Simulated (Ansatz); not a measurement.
Consider Cl2FHOZr···H2.

```xyz
8

Zr    0.5923    0.1435   -0.3593
Cl    1.7802    0.1119    1.6718
F     1.4926    1.2938   -1.5607
O    -1.1403    0.8302   -0.0833
H    -2.0085    1.1906    0.1010
Cl    0.4681   -1.9970   -1.3271
H    -1.1315   -2.1618    1.5778
H    -0.8165   -1.7549    2.1386
```

Core potentials replace the inner electrons of Zr.

Level of theory: RKS PBE0-D4/def2-SVP (Ansatz 0.2.0).

Predict the electron density and electron localisation function between the atoms.

Zr1···H8 (3.44 Å): the density falls to about 0.02 e/Å³ on the way; the ELF dips to about 0 between them (a weak contact between the two molecules).
Zr–F (1.89 Å): ρ is about 0.95 e/Å³ halfway; the ELF peaks at about 0.85 in the valence shell of F, 0.5 Å from its nucleus, and drops to about 0.20 between the two atoms.
Zr–Cl (2.35 Å): ρ at the midpoint is about 0.57 e/Å³; the ELF peaks at about 0.85 in the valence shell of Cl, 0.8 Å from its nucleus, and is about 0.30 at the midpoint.
H–H (0.76 Å): the density is about 1.7 e/Å³ at the midpoint; the ELF peaks at about 1 between the atoms.

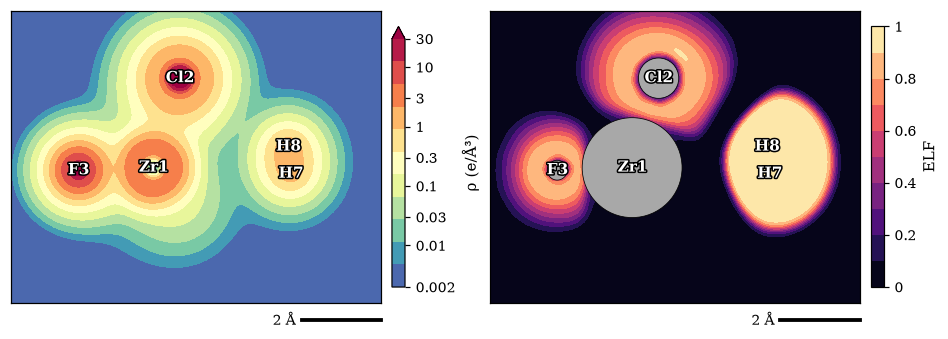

Computed electron density and electron localisation function on the plane of atoms Cl2, Zr1 and F3, in this order. Grey discs cover the atomic cores in the ELF map. 
